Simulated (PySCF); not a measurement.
SMILES C[Si](C)(C)/C=[CH]\[GeH3], singlet at its GFN2-xTB optimised geometry (Å):

```
21

C      1.6425    -0.2136     0.0000
Si    -0.2676    -0.2136     0.0000
C     -0.9512     1.5681     0.0000
C     -0.8940    -1.1213     1.5568
C     -0.9170    -1.1746    -1.4995
C     -0.8579    -0.7997    -2.7737
Ge    -0.1159     0.8279    -3.5319
H      2.0345    -1.2212     0.1027
H      2.0368     0.1982    -0.9242
H      2.0365     0.3776     0.8214
H     -0.6512     2.1037    -0.8969
H     -0.5929     2.1305     0.8573
H     -2.0368     1.5707     0.0355
H     -1.9785    -1.1587     1.5867
H     -0.5591    -0.6231     2.4608
H     -0.5286    -2.1429     1.5928
H     -1.3860    -2.1305    -1.2804
H     -1.2801    -1.4570    -3.5310
H      0.4043     0.5202    -4.9038
H      0.9991     1.4476    -2.7560
H     -1.1685     1.8783    -3.7133
```

Method: PBE0/def2-SVP run with PySCF. Cells within 0.4 Å of a nucleus heavier than hydrogen are left out (blank, or x).

Map of the log10 of the electron density (e/bohr³), floored at −4 on the plane z = 1.5 Å:

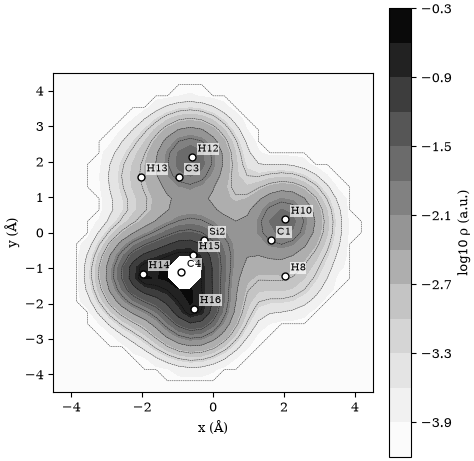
Figure. Log10 of the electron density (e/bohr³), floored at −4 on the plane z = 1.5 Å.
